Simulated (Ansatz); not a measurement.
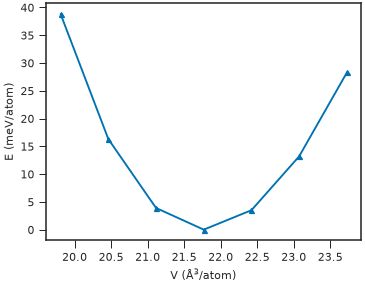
Figure. Ca3SnO (anti-perovskite, Pm-3m) under volume change, plane-wave PAW PBEsol (Ansatz code), scaled uniformly.

Q: What does a third-order Birch–Murnaghan fit give for V₀, B₀ and B′?

A: V₀ = 21.77 Å³/atom, B₀ = 59.8 GPa, B′ = 4.3.

The workflow started from an entry of the Crystallography Open Database (COD). Whether it is the stable phase at ambient conditions was not checked. The cell was relaxed with PBEsol under the symmetry of its start; whether a distortion lowers the energy is not shown. Scalar-relativistic: spin–orbit coupling is off unless named, which matters more the heavier the elements.

Potentials: the later of the program's two PAW sets.
